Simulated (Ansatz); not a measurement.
Fields on a plane of InP (zinc blende)

```xyz
2
Lattice="0.0000 2.9535 2.9535 2.9535 0.0000 2.9535 2.9535 2.9535 0.0000" Properties=species:S:1:pos:R:3 pbc="T T T"
P      4.4303     4.4303     4.4303
In     0.0000     0.0000     0.0000
```

The slice is a {111} plane (indices of the conventional cell) through the point (0.750, 0.750, 0.750) (fractional), spanned by u = [100] and v = [-1 2 0] in vectors of this cell: u (4.18 Å) and v (7.23 Å, at 90° to u). It covers one period; positions are fractions (u, v).

Atoms on it: P at (0.00, 0.00); P at (0.50, 0.50). Other atoms lie within 1 Å of the plane.

Calculation: r2SCAN (plane waves to 500 eV, PAW, scalar-relativistic; Ansatz, a first-principles code). k mesh 10×10×10. Near the nuclei the fields are pseudised (PAW); where an atom keeps semicore shells as valence, they peak there. InP was relaxed with its symmetry unable to fall.

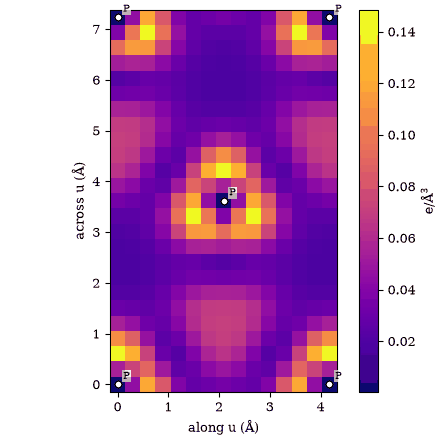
Fig. 1. Density of the lowest conduction band (whole band as if filled, smooth part) in e/Å³, one period of the plane, atoms marked. 

```
|xx78752125787x|
|88886310136888|
|99874100014789|
|88752000002578|
|33321000001233|
|22221111111222|
|22222344432222|
|32225777775222|
|22238988898322|
|22269985899622|
|124899xxx99842|
|125896xxx69852|
|125787xxx78752|
|01368888888631|
|00147899987410|
|00025788875200|
|00012333332100|
|11112222222111|
|44322222222234|
|77752223222577|
|88983222223898|
|58996222226998|
|xx99842124899x|
|xx69852125896x|
```
Scale: ten equal steps from 0.02 (start of '0') to 0.89 (end of '9'), in the order '0123456789'. Values: electron localisation function (ELF). The map has 14 points along u (one character each, u = 0 at the left) and 24 along v (v = 0 in the bottom row). Points within 0.5 Å of a nucleus are blanked (x), as the pseudised field means little there.
